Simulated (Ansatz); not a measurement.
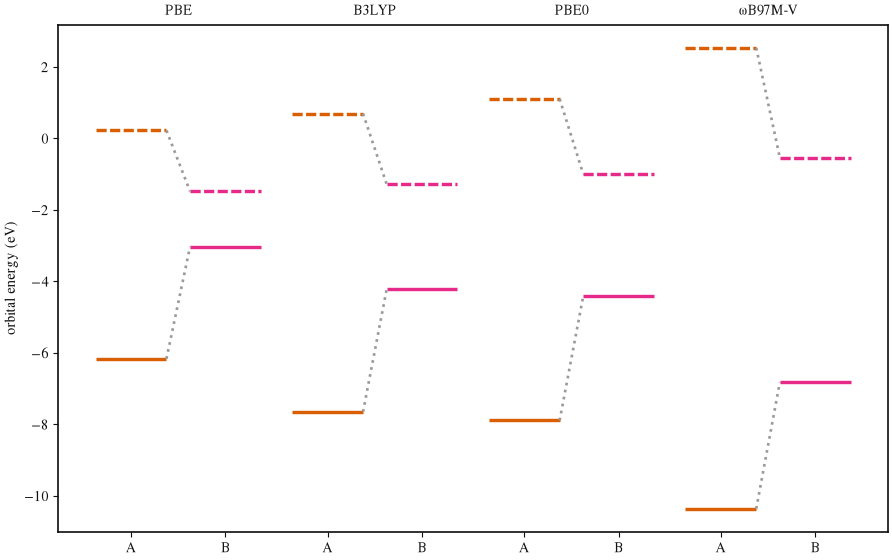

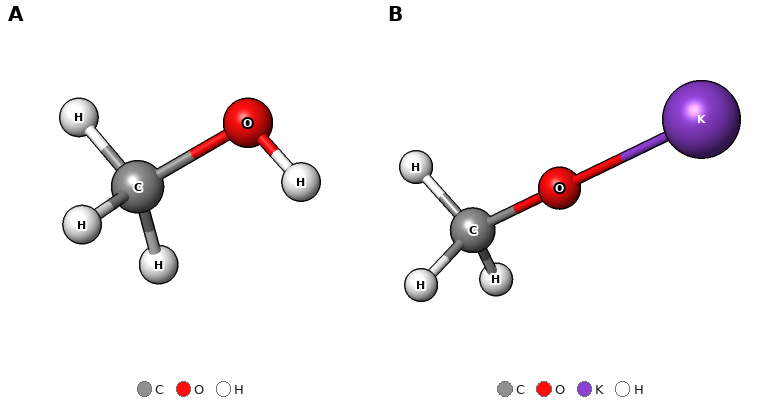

One change: A, CH₄O (SMILES CO), becomes B, CH₃KO (SMILES C[O][K]). H on O is replaced by K. HOMO (solid) and LUMO (dashed) computed in def2-TZVPP at PBE0-D4/def2-TZVP geometries, both minima by their frequencies, gas phase, the Ansatz code 0.2.0. Empty levels above zero depend strongly on the basis.

> What does the change do to HOMO and LUMO?

PBE: the HOMO rises by 3.13 eV, the LUMO falls by 1.70 eV, and the separation goes from 6.39 to 1.55 eV. B3LYP: the HOMO rises by 3.42 eV, the LUMO falls by 1.97 eV, and the separation goes from 8.34 to 2.94 eV. PBE0: the HOMO rises by 3.48 eV, the LUMO falls by 2.10 eV, and the separation goes from 8.99 to 3.41 eV. ωB97M-V: the HOMO rises by 3.54 eV, the LUMO falls by 3.07 eV, and the separation goes from 12.89 to 6.28 eV.

> Do the functionals agree on the effect?

They agree on the direction for both levels; the HOMO shift lies between 3.13 and 3.54 eV and the LUMO shift between −3.07 and −1.70 eV, while the separations themselves differ by up to 6.5 eV between functionals.
